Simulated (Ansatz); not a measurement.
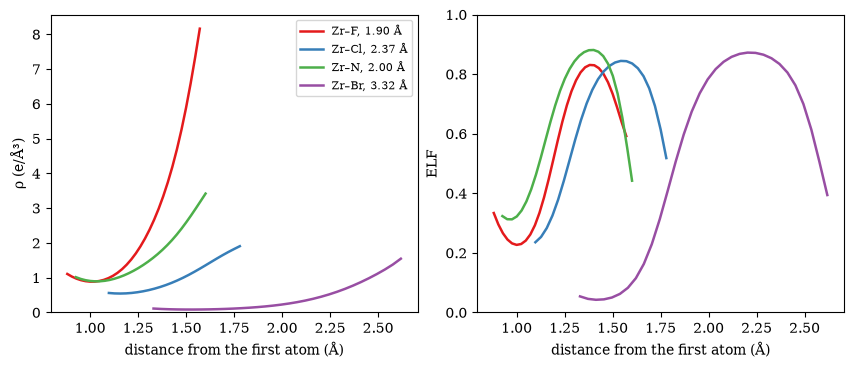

BrClF2H3NZr. Electron density and electron localisation function along straight lines between neighbouring atoms. The curves leave out the atomic cores.

Core potentials replace the inner electrons of Zr.

The calculation used RKS PBE0/def2-SVP (Ansatz).

```yaml
atoms:
  - { symbol: Zr, position_ang: [-0.1137, 0.0232, -0.0886] }
  - { symbol: F, position_ang: [-0.5299, -0.0138, 1.7843] }
  - { symbol: F, position_ang: [1.6618, 0.2187, -0.7481] }
  - { symbol: N, position_ang: [-0.9303, 1.7616, -0.6504] }
  - { symbol: H, position_ang: [-1.7605, 2.1906, -0.2441] }
  - { symbol: H, position_ang: [-0.6054, 2.3385, -1.4249] }
  - { symbol: Cl, position_ang: [-1.2956, -1.6843, -1.2361] }
  - { symbol: Br, position_ang: [1.5516, -2.3944, 1.4719] }
  - { symbol: H, position_ang: [0.7011, -2.0241, 2.5554] }
```

Q: Compare the contacts.

A: Zr–F (1.90 Å): the density is about 0.93 e/Å³ at the midpoint; the ELF peaks at about 0.85 in the valence shell of F, 0.5 Å from its nucleus, and drops to about 0.25 between the two atoms.
Zr–Cl (2.37 Å): the density is about 0.55 e/Å³ at the midpoint; the ELF peaks at about 0.85 in the valence shell of Cl, 0.8 Å from its nucleus, and is about 0.35 at the midpoint.
Zr–N (2.00 Å): ρ at the midpoint is about 0.91 e/Å³; the ELF peaks at about 0.90 in the valence shell of N, 0.6 Å from its nucleus, and drops to about 0.30 between the two atoms.
Zr–Br (3.32 Å): ρ at the midpoint is about 0.1 e/Å³; the ELF peaks at about 0.85 in the valence shell of Br, 1.1 Å from its nucleus, and drops to about 0.05 between the two atoms.
